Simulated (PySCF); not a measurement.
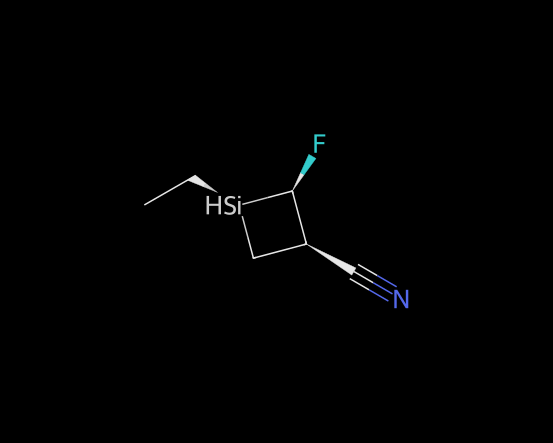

The computed structure is the end point of a GFN2-xTB optimisation. No frequency run is at hand to confirm it as a minimum. Properties computed with PBE0/pcSseg-1, gas phase (PySCF 2.14.0).

Predict the main results.

The species is C6H10FNSi (`CC[Si@@H]1C[C@H](C#N)[C@@H]1F`).
- dipole moment: 5.51 D
- HOMO energy (Kohn–Sham orbital): −8.08 eV
- LUMO energy (Kohn–Sham orbital): −0.18 eV
- HOMO–LUMO gap: 7.89 eV

The geometry is semi-empirical. Around Si such bond lengths and angles can be off by a tenth of an ångström or more and by several degrees, and values that hang on the shape move with them.
